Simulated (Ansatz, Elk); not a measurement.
**How far do independent atoms describe GaCu2IrSe4?**

The structure of GaCu2IrSe4 used here is made up (a known structure type with other elements) and was relaxed beforehand with PBEsol. The aim is the Fourier transform of its all-electron density, F(hkl), set beside the sum over free spherical atoms that refinements use.

Main program and level: Elk 11.2.3 (patched build); DFT, PBE, all-electron APW+lo, Dirac cores, scalar-relativistic bands, static density, no spin.

The structure was built from a prototype and need not be the compound's stable phase.

## 1. The structure

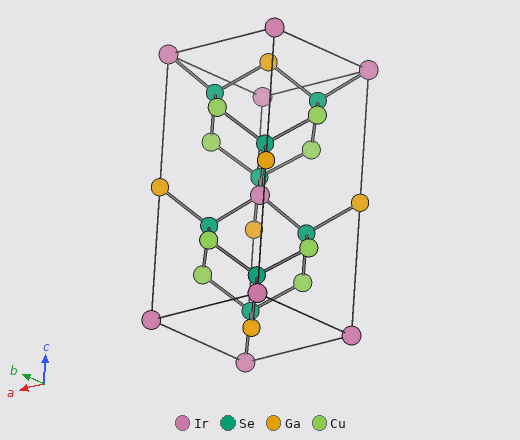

The starting structure, seen from a free direction (iridium pink, selenium teal, gallium orange, copper green). This picture shows the conventional cell, with its axes. Bonds to atoms that aren't drawn are left out. Some periodic images of atoms are drawn too.

## 2. Ground state and structure factors

An all-electron density is needed, since X-rays see the cores too. Task 0 finds the density and task 195 Fourier-transforms it; tshift is off so that phases refer to the origin typed.

The input, elk.in:

```
tasks
  0
  195

xctype
  20

spinpol
  .false.

rgkmax
  7.0

gmaxvr
  14.0

lmaxo
  7

lmaxapw
  8

swidth
  0.002

tshift
  .false.

ramdisk
  .false.

hmaxvr
  5.5

maxscl
  120

epspot
  1e-06

sppath
  './'

avec
  -5.22232822813 5.22232822813 10.43616910829
  5.22232822813 -5.22232822813 10.43616910829
  5.22232822813 5.22232822813 -10.43616910829

atoms
  4
  'Ir.in'
  1
  -0.0000000000 -0.0000000000 0.0000000000   0.000000 0.000000 0.000000
  'Se.in'
  4
  0.8875592123 0.3731844524 0.0000000000   0.000000 0.000000 0.000000
  0.1124407877 0.1124407877 0.4856252402   0.000000 0.000000 0.000000
  0.6268155476 0.6268155476 0.5143747598   0.000000 0.000000 0.000000
  0.3731844524 0.8875592123 0.0000000000   0.000000 0.000000 0.000000
  'Ga.in'
  1
  0.5000000000 0.5000000000 0.0000000000   0.000000 0.000000 0.000000
  'Cu.in'
  2
  0.2500000000 0.7500000000 0.5000000000   0.000000 0.000000 0.000000
  0.7500000000 0.2500000000 0.5000000000   0.000000 0.000000 0.000000

ngridk
  6 6 6
```

Started as:

```console
> OMP_NUM_THREADS=4 elk
```

Numbers of over 12 decimals in the logs are rounded to 6 here.

The program printed:

```text
┌─────────────────────────┐
│ Elk code version 11.2.3 │
└─────────────────────────┘

All units are atomic (Hartree, Bohr, etc.)

┌─────────────────────────────────────────────────┐
│ Ground-state run starting from atomic densities │
└─────────────────────────────────────────────────┘

Lattice vectors :
  -5.222328228       5.222328228       10.43616911
   5.222328228      -5.222328228       10.43616911
   5.222328228       5.222328228      -10.43616911

Reciprocal lattice vectors :
 -0.1908867429E-16  0.6015693607      0.3010292973
  0.6015693607     -0.1908867429E-16  0.3010292973
  0.6015693607      0.6015693607     -0.7654955838E-17

Unit cell volume      :    1138.490543
Brillouin zone volume :   0.2178763934

Muffin-tin inner radius fraction :   0.1000000000E-01

Nuclei treated as point charges

Species : 1 (Ir)
 parameters loaded from : Ir.in
 name : iridium
 nuclear charge    :   -77.00000000
 electronic charge :    77.00000000
 atomic mass :    350390.1562
 muffin-tin radius :    2.397247780
 number of radial points in muffin-tin :   1393
 inner part over the whole radius :   0.9938890293E-02
 number on inner part of muffin-tin    :    996
 approximate nuclear radius :   0.1024342351E-03
 number of mesh points to nuclear radius :    527
 atomic positions (lattice), magnetic fields (Cartesian) :
  1 :   0.00000000  0.00000000  0.00000000    0.00000000  0.00000000  0.00000000

Species : 2 (Se)
 parameters loaded from : Se.in
 name : selenium
 nuclear charge    :   -34.00000000
 electronic charge :    34.00000000
 atomic mass :    143935.2749
 muffin-tin radius :    2.033642775
 number of radial points in muffin-tin :    993
 inner part over the whole radius :   0.9988762333E-02
 number on inner part of muffin-tin    :    700
 approximate nuclear radius :   0.7785908700E-04
 number of mesh points to nuclear radius :    346
 atomic positions (lattice), magnetic fields (Cartesian) :
  1 :   0.88755921  0.37318445  0.00000000    0.00000000  0.00000000  0.00000000
  2 :   0.11244079  0.11244079  0.48562524    0.00000000  0.00000000  0.00000000
  3 :   0.62681555  0.62681555  0.51437476    0.00000000  0.00000000  0.00000000
  4 :   0.37318445  0.88755921  0.00000000    0.00000000  0.00000000  0.00000000

Species : 3 (Ga)
 parameters loaded from : Ga.in
 name : gallium
 nuclear charge    :   -31.00000000
 electronic charge :    31.00000000
 atomic mass :    127097.2539
 muffin-tin radius :    2.400000000
 number of radial points in muffin-tin :    993
 inner part over the whole radius :   0.9952882137E-02
 number on inner part of muffin-tin    :    702
 approximate nuclear radius :   0.7562051033E-04
 number of mesh points to nuclear radius :    339
 atomic positions (lattice), magnetic fields (Cartesian) :
  1 :   0.50000000  0.50000000  0.00000000    0.00000000  0.00000000  0.00000000

Species : 4 (Cu)
 parameters loaded from : Cu.in
 name : copper
 nuclear charge    :   -29.00000000
 electronic charge :    29.00000000
 atomic mass :    115837.2717
 muffin-tin radius :    2.375307141
 number of radial points in muffin-tin :    993
 inner part over the whole radius :   0.9923247376E-02
 number on inner part of muffin-tin    :    701
 approximate nuclear radius :   0.7406004541E-04
 number of mesh points to nuclear radius :    336
 atomic positions (lattice), magnetic fields (Cartesian) :
  1 :   0.25000000  0.75000000  0.50000000    0.00000000  0.00000000  0.00000000
  2 :   0.75000000  0.25000000  0.50000000    0.00000000  0.00000000  0.00000000

Total number of atoms per unit cell :    8
Total muffin-tin volume :    368.8063507
 ratio of muffin-tin to unit cell volume :   0.3239432711

Spin treatment :
 spin-unpolarised

Number of Bravais lattice symmetries :   16
Number of crystal symmetries         :    8
Crystal has no inversion symmetry
Complex Hermitian eigensolver will be used

k-point grid :      6     6     6
k-point offset :    0.000000000       0.000000000       0.000000000
[...]
Estimated direct band gap   :   0.3925343454E-02
 at k-point 14

Charges :
 core                        :    162.0000000
 valence                     :    140.0000000
 interstitial                :    15.98665491
 muffin-tins (core leakage)
  species : 1 (Ir)
[...]
species : 2 (Se)
[...]
species : 3 (Ga)
[...]
species : 4 (Cu)
[...]
total in muffin-tins        :    286.0133451
 total calculated charge     :    301.9938967
 total charge                :    302.0000000
 error                       :   0.6103276128E-02

RMS change in Kohn-Sham potential (target) :   0.4740428950     (  0.1000000000E-05)
Absolute change in total energy (target)   :    2.671872050     (  0.1000000000E-03)

[... loops 3 to 16 left out ...]

┌──────────────────┐
│ Loop number : 17 │
└──────────────────┘

Energies :
 Fermi                       :     0.211083
 sum of occupied eigenvalues :     -19614.452212624
 electron kinetic            :      35657.435970891
 core electron kinetic       :      33553.544483768
 Coulomb                     :     -67578.227886091
 Coulomb potential           :     -54082.188753991
 nuclear-nuclear             :     -3142.5415411305
 electron-nuclear            :     -74850.865289392
 Hartree                     :      10415.178944432
 Madelung                    :     -40537.133509096
 xc potential                :     -1189.6994295249
 exchange                    :     -896.74460667720
 correlation                 :     -15.709029465060
 electron entropic           :    -0.16745093424958E-02
 total energy                :     -32833.247225851

Density of states at Fermi energy :    123.6420373
 (states/Hartree/unit cell)

Estimated indirect band gap :   0.6475577377E-03
 from k-point 37 to k-point 38
Estimated direct band gap   :   0.2607198701E-02
 at k-point 38

Charges :
 core                        :    162.0000000
 valence                     :    140.0000000
 interstitial                :    15.16666705
 muffin-tins (core leakage)
  species : 1 (Ir)
[...]
species : 2 (Se)
[...]
species : 3 (Ga)
[...]
species : 4 (Cu)
[...]
total in muffin-tins        :    286.8333330
 total calculated charge     :    301.9940212
 total charge                :    302.0000000
 error                       :   0.5978770697E-02

RMS change in Kohn-Sham potential (target) :   0.6462434636E-06 (  0.1000000000E-05)
Absolute change in total energy (target)   :   0.3983344504E-04 (  0.1000000000E-03)

Convergence targets achieved

┌──────────────────┐
│ Loop number : 18 │
└──────────────────┘

Energies :
 Fermi                       :     0.211083
 sum of occupied eigenvalues :     -19614.452165163
 electron kinetic            :      35657.435962321
 core electron kinetic       :      33553.544486487
 Coulomb                     :     -67578.227849520
 Coulomb potential           :     -54082.188806744
 nuclear-nuclear             :     -3142.5415411305
 electron-nuclear            :     -74850.865161919
 Hartree                     :      10415.178853530
 Madelung                    :     -40537.133446148
 xc potential                :     -1189.6993207401
 exchange                    :     -896.74460453118
 correlation                 :     -15.709029464933
 electron entropic           :    -0.16745098276614E-02
 total energy                :     -32833.247195705

Density of states at Fermi energy :    123.6420718
 (states/Hartree/unit cell)

Estimated indirect band gap :   0.6475664997E-03
 from k-point 37 to k-point 38
Estimated direct band gap   :   0.2607174185E-02
 at k-point 38

Charges :
 core                        :    162.0000000
 valence                     :    140.0000000
 interstitial                :    15.16666842
 muffin-tins (core leakage)
  species : 1 (Ir)
[...]
species : 2 (Se)
[...]
species : 3 (Ga)
   atom 1                    :    29.68435296     (  0.7560328549E-03)
  species : 4 (Cu)
   atom 1                    :    28.27491606     (  0.1847255554E-03)
   atom 2                    :    28.27491606     (  0.1847255554E-03)
 total in muffin-tins        :    286.8333316
 total calculated charge     :    301.9940212
 total charge                :    302.0000000
 error                       :   0.5978770688E-02

┌──────────────────────────────┐
│ Self-consistent loop stopped │
└──────────────────────────────┘

Warning : core states of species 1 leak from the muffin-tin :   0.1900480661E-02

Warning : core states of species 2 leak from the muffin-tin :   0.6394752365E-03

Warning : core states of species 3 leak from the muffin-tin :   0.7560328549E-03

Warning : core states of species 4 leak from the muffin-tin :   0.1847255554E-03

Wrote STATE.OUT
```

It took 3.1 min on 4 threads of INTEL XEON PLATINUM 8581C at 2.10GHz (Emerald Rapids), shared host; peak memory 0.46 GiB; 11 min of CPU time.

SFACRHO.OUT:

```text

h k l indices transformed by vhmat matrix:
   1.000000000       0.000000000       0.000000000    
   0.000000000       1.000000000       0.000000000    
   0.000000000       0.000000000       1.000000000    

      h      k      l  multipl.   |H|            Re(F)            Im(F)           |F|

      0      0      0      1   0.0000000       302.00000      0.20118835E-15   302.00000    
      1      1     -1      2  0.60205859       39.426204     -0.54775607E-10   39.426204    
      1      0     -1      8  0.67268442       48.177705      0.25803013E-07   48.177705    
      1     -1      0      4  0.85074755       46.684518      0.25330112E-13   46.684518    
     -1     -1      2      4   1.0422312       145.12631      -115.30782       185.35786    
      0     -2      1      4   1.0422312       145.12631       115.30782       185.35786    
     -1     -2      1      8   1.0851053       37.887975      0.21529724E-07   37.887975    
     -1      1     -1      4   1.2031387       29.411200     -0.70284976E-10   29.411200    
     -2     -2      2      2   1.2041172       29.937541      0.62825160E-10   29.937541    
      0      2      0      8   1.3453688       50.662810      0.40093309E-10   50.662810    
     -2      1      1      8   1.3784220       36.701128       6.9941929       37.361632    
      0     -1      2      8   1.3784220       36.701128      -6.9941929       37.361632    
     -2     -2      1      4   1.4743370       42.438819       13.931373       44.666951    
      2      2     -3      4   1.4743370       42.438819      -13.931373       44.666951    
      2      1      0      8   1.6201840       41.949327       5.7186859       42.337328    
      3      0     -2      8   1.6201840       41.949327      -5.7186859       42.337328    
      3      2     -2      8   1.6209107       35.880373      0.51096537E-07   35.880373    
      2     -2      0      4   1.7014951       224.16732     -0.32727274E-13   224.16732
```

Elk indexes on the primitive cell of elk.in and gives |H| = 4π sin θ/λ in inverse bohr. Below, one row stands for each form hkl of the conventional cell (m members, Friedel mates merged), F is for one primitive cell and the density is static (no thermal factor). Free-atom factors are Waasmaier and Kirfel's, and R is Σm||F|−|F'||/Σm|F|.

```
hkl   m  sin θ/λ (Å⁻¹)  abs F, DFT  neutral atoms   diff.  abs of complex diff.
002   2          0.090      39.426         39.186  +0.241                 0.241
101   8          0.101      48.178         48.021  +0.157                 0.157
110   4          0.128      46.684         46.385  +0.299                 0.299
112   8          0.157     185.358        185.281  +0.077                 0.408
103   8          0.163      37.888         37.806  +0.082                 0.082
200   4          0.181      29.411         30.140  -0.729                 0.729
004   2          0.181      29.938         30.696  -0.758                 0.758
202   8          0.202      50.663         50.167  +0.496                 0.496
211  16          0.207      37.362         37.347  +0.015                 0.030
114   8          0.222      44.667         44.267  +0.400                 0.454
213  16          0.244      42.337         42.356  -0.019                 0.033
105   8          0.244      35.880         35.807  +0.073                 0.073
220   4          0.256     224.167        225.260  -1.093                 1.093
204   8          0.256     223.651        224.731  -1.080                 1.080
222   8          0.271      34.275         33.964  +0.311                 0.312
006   2          0.272      60.328         59.941  +0.387                 0.387
301   8          0.275      28.446         28.304  +0.142                 0.142
310   8          0.286      39.788         39.383  +0.405                 0.405
```

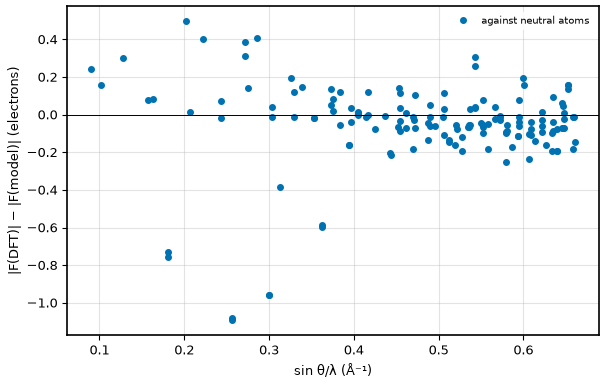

Difference between the calculated structure factors and the independent-atom ones.

(Part 1 of 2 ends here.)

[Logs are printed without paths, hosts, clocks, repeated set-up lines and the standing remarks that a program may print on its own settings, such as how far it seeks lower states.]

[Hosts, paths, dates, database ids (printed as entryN), source tags and the programs' standing remarks are cut or masked in the printed files.]
